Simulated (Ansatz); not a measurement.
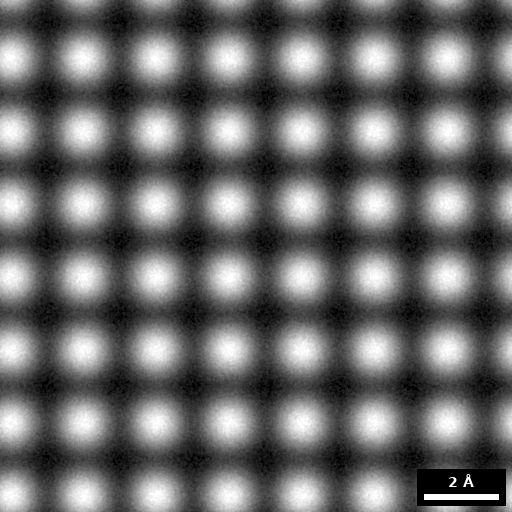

Z-contrast image of Al (Fm-3m, No. 225) along [001]. The image is simulated as a sum over atoms of Z^1.7, blurred by a 1.02 Å probe (no channelling). The probe carries 25 % of its weight in a tail 2.5 times as wide. The display is stretched by a gamma of 0.65; percentages refer to the linear signal. Shot noise was added. Model: the geometry given to an electronic-structure calculation, possibly off equilibrium.

Q: Describe what the image shows.

A: The columns repeat on a square net with a repeat of 1.99 Å (plane group p4mm). All columns are alike (Al). The shortest distance between visible columns is 1.99 Å in projection. Along the beam the structure repeats every 3.98 Å.
